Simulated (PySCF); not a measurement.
Input file:

```
{"job": {"kind": "nmr", "xc": "PBE0", "basis": "pcSseg-1"}, "charge": 0, "multiplicity": 1}
F     -3.005228     0.121324    -0.668332
C     -2.294964    -0.425667     0.380925
O     -1.100283    -0.932044    -0.048239
C     -0.156507     0.028738    -0.461842
C      1.156458    -0.595058    -0.951712
C      1.942462     0.346851    -0.025638
C      0.631579     0.783474     0.641231
Cl     0.406632     0.091595     2.260808
H     -2.888755    -1.258838     0.770079
H     -2.194804     0.380059     1.124410
H     -0.610885     0.723330    -1.178069
H      1.352128    -0.504862    -2.015944
H      1.217358    -1.637913    -0.653827
H      2.656371    -0.132974     0.638433
H      2.431829     1.166329    -0.547657
H      0.449010     1.854600     0.723964
```

Launched as:

```sh
OMP_NUM_THREADS=1 python probes_run.py task.json out
```

Geometry: GFN2-xTB.

The calculation used PBE0/pcSseg-1, SCF density, gas phase, non-relativistic (PySCF).

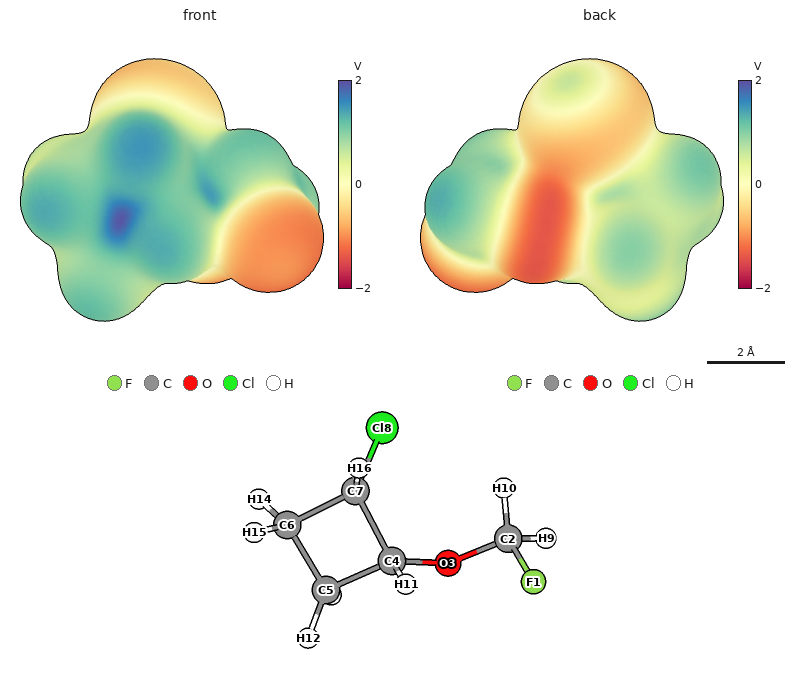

C5H8ClFO. The molecular electrostatic potential painted on the density surface at 0.004 e/bohr³, seen from the front and from behind; the colour scale runs from red (negative) to blue (positive). The bare structure is drawn below in the same view.

Question: Describe the electrostatic potential map.

Answer: The most negative region (about −1.4 V, or −32 kcal/mol for a unit charge) lies over O3, the most positive (about +1.7 V, or +39 kcal/mol for a unit charge) over C4, C5, C6 and C7. Cl8 shows a σ-hole: about +0.6 V, or +14 kcal/mol for a unit charge at the tip opposite its bond, against about −0.4 V, or −9 kcal/mol for a unit charge on its flanks. O3 is the likeliest acceptor of a hydrogen bond.

Question: How polar is the molecule by this calculation?

Answer: Its dipole moment is 1.83 D.
